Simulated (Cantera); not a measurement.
A closed system holds: 1 mol SiC, a varied amount of N₂O, 510 mol N₂, equilibrated at 2200 K and 0.170 bar.

Method: chemical equilibrium by Gibbs-energy minimisation in Cantera with the NASA 1993 tables (ideal gas, pure condensed phases). Candidate condensed phases: C, Si, SiC, SiO₂, Si₂N₂O, Si₃N₄; 34 gas species. The tables' values for SiN are old estimates; treat these amounts as uncertain. Kinetics and transport are ignored.

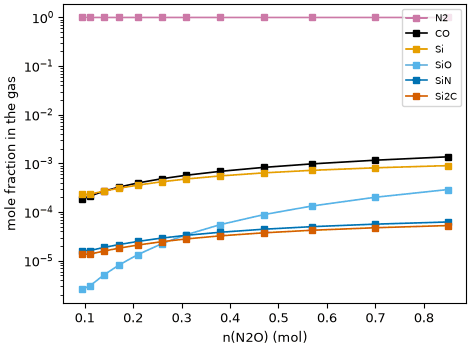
Fig. 1. Equilibrium gas composition (values under 1e-9 drawn at 1e-9)

From 0.094 mol N₂O to 0.11 mol N₂O the condensed part is C(graphite) + SiC(s). From 0.14 mol N₂O to 0.85 mol N₂O the condensed part is SiC(s). The main Si-bearing gas is Si throughout.
